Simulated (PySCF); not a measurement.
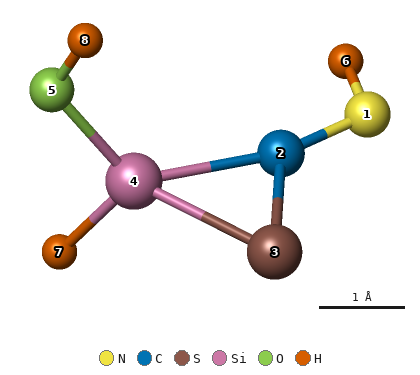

Fig. 1: The structure (ball-and-stick view, seen at a tilt; atoms are numbered from 1 in the order of the input).

# Run report: CH$_{3}$NOSSi, single-point calculation

CH$_{3}$NOSSi, SMILES N=C1S[SiH]1O, computed with B3LYP/ANO-RCC-VDZP, RKS, sfX2C (PySCF 2.14.0).

The geometry comes from this level: PBE0-D4/def2-TZVP.

Output:
```
converged SCF energy = -859.509777278265
total energy: -859.50977728 hartree
```

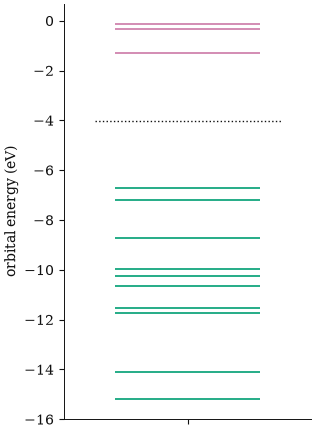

Fig. 2: Orbital energies near the frontier; the dotted line parts filled from empty levels, and levels within 0.02 eV of each other stand side by side. Highest filled −6.74 eV, lowest empty −1.28 eV, 5.46 eV apart.

This output came from the following input.

The input (input.py):
```python
# N=C1S[SiH]1O
from pyscf import gto, dft

system = gto.M(
    atom='input.xyz',
    basis='ano-rcc-vdzp',
    verbose=3,
    max_memory=1860,
    charge=0,
)

mf = dft.RKS(system)
mf.xc = 'b3lyp'
mf = mf.x2c()
mf.grids.level = 4
mf.conv_tol = 1e-10
mf.kernel()
if not mf.converged:
    mf = mf.newton().run(mf.mo_coeff, mf.mo_occ)

energy = mf.e_tot
print(f'total energy: {energy:.8f} hartree')
```

File input.xyz:
```
8

N      0.190900     1.673800     1.393300
C      0.219800     0.565600     0.811600
S     -0.007900    -1.092800     1.554500
Si     0.323000    -0.715300    -0.484600
O     -0.831600    -0.972800    -1.603400
H      0.347300     2.431900     0.729100
H      1.597600    -1.091500    -1.118200
H     -1.746800    -0.856000    -1.337900
```

Command:
```bash
OMP_NUM_THREADS=1 python input.py
```

Results in brief:

```csv
quantity,value
outcome,converged
total energy,−859.509777 hartree
basis functions,93
HOMO,−6.74 eV
LUMO,−1.28 eV
dipole moment,2.31 D
hardware,"1 thread of Arm Neoverse V1, 24 GiB of memory available, shared host"
wall time,43 s
peak memory,0.48 GiB
```
